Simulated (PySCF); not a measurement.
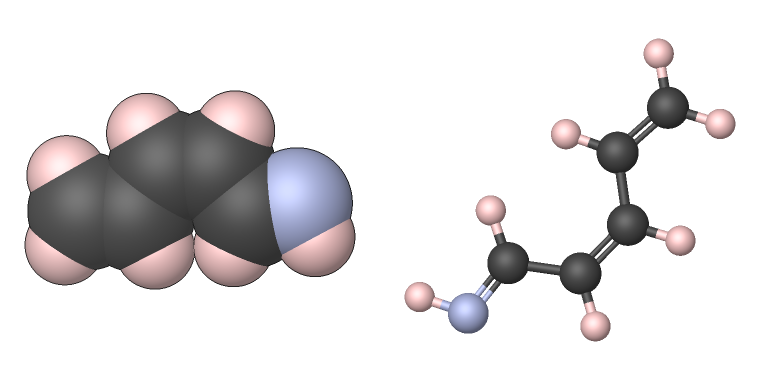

The same structure drawn twice, from different directions. Colours: carbon dark grey, nitrogen light blue, hydrogen pink.

Computed geometry: PBE0-D3(BJ)/def2-SVP optimisation. No frequency run is at hand to confirm it as a minimum.

Give the formula.

C5H7N, 13 atoms: 5 carbon, 7 hydrogen and 1 nitrogen.

How many bonds of each kind are drawn?

6 C–H, 4 C–C, 1 N–H, 1 C–N.

The parts below concern this one geometry. Atoms keep their numbers from picture to picture.

## Geometry

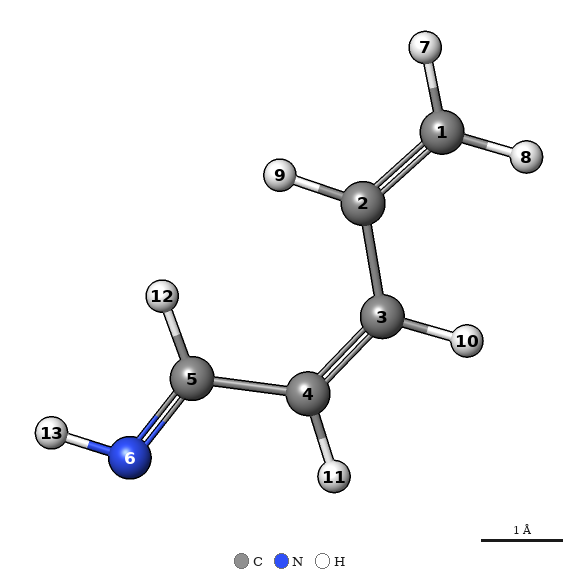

Numbered structure. No frequency run is at hand to confirm it as a minimum.

How are the neighbours of atom 3 arranged?

C3 has 3 neighbours (C2 at 1.45, C4 at 1.35, H10 at 1.10 Å); the arrangement is trigonal planar.

How are the neighbours of atom 5 arranged?

C5 has 3 neighbours (C4 at 1.46, N6 at 1.28, H12 at 1.11 Å); the arrangement is trigonal planar.

How are the neighbours of atom 4 arranged?

C4 has 3 neighbours (C3 at 1.35, C5 at 1.46, H11 at 1.09 Å); the arrangement is trigonal planar.

Describe the coordination of atom 6.

N6 has 2 neighbours (C5 at 1.28, H13 at 1.02 Å); the arrangement is bent.

What is the dihedral angle C1–C2–C3–C4?

180° in size, that is anti.

## Dipole moment

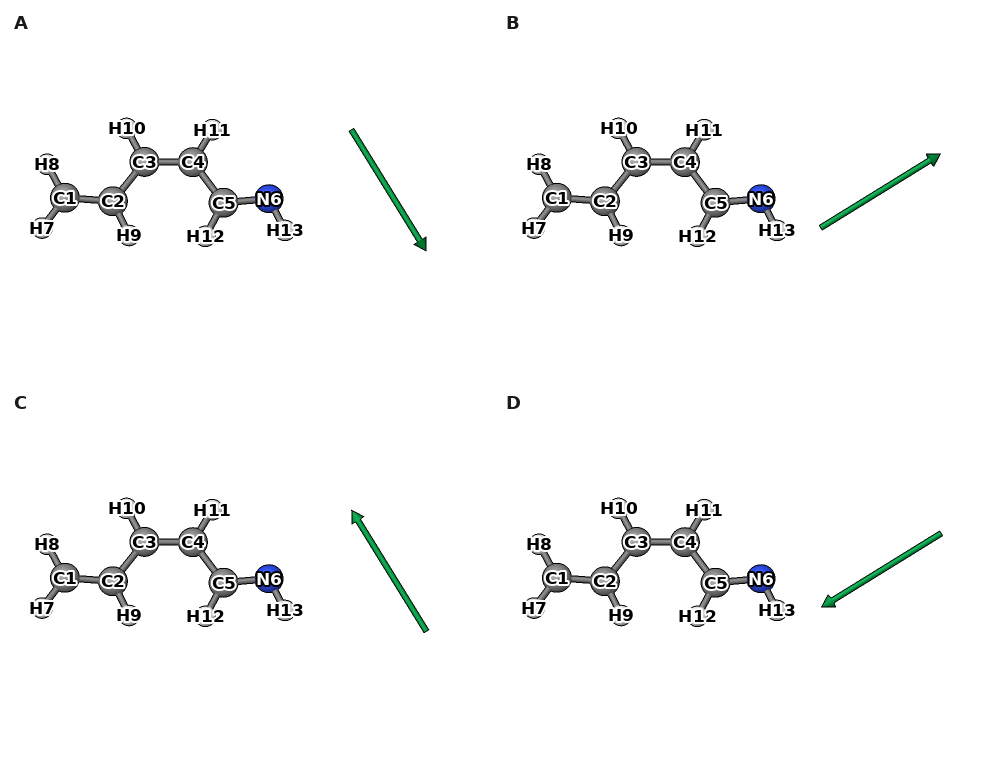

The same molecule four times, each with an arrow. No frequency run is at hand to confirm it as a minimum. Method: KT2/pcJ-1, gas phase (PySCF 2.14.0).

Which arrow points along the dipole moment, from the negative to the positive end?

D. The dipole moment is 2.30 D; it points from the side of N6, H13 to the side of H7 (the outermost atoms at the two ends).

## Spin–spin coupling

No frequency run is at hand to confirm it as a minimum. Method: PBE/pcJ-1 indirect spin-spin coupling, non-relativistic, gas phase (PySCF 2.14.0). Isotopes: 13C, 1H, 15N.

Give the spin–spin coupling constants of these pairs, with the number of bonds between them: C5/N6, N6/H13, C4/N6, N6/H12, C3/N6, N6/H11.

| pair | bonds apart | J (Hz) |
| --- | --- | --- |
| C5, N6 | 1 | −0.7 |
| N6, H13 | 1 | −41.5 |
| C4, N6 | 2 | −11.7 |
| N6, H12 | 2 | 2.8 |
| C3, N6 | 3 | −5.8 |
| N6, H11 | 3 | −1.6 |

## Quadrupole coupling

No frequency run is at hand to confirm it as a minimum. Electric field gradients from the ground-state density, LDA/pcJ-1 (PySCF 2.14.0), non-relativistic apart from any core potentials.

Give the largest field-gradient component, the quadrupole coupling constant and the asymmetry for 14N at N6 (Q = 20.44 mb).

```csv
atom,V_zz (a.u.),e²qQ/h (MHz),η
N6,−0.913,−4.39,0.45
```
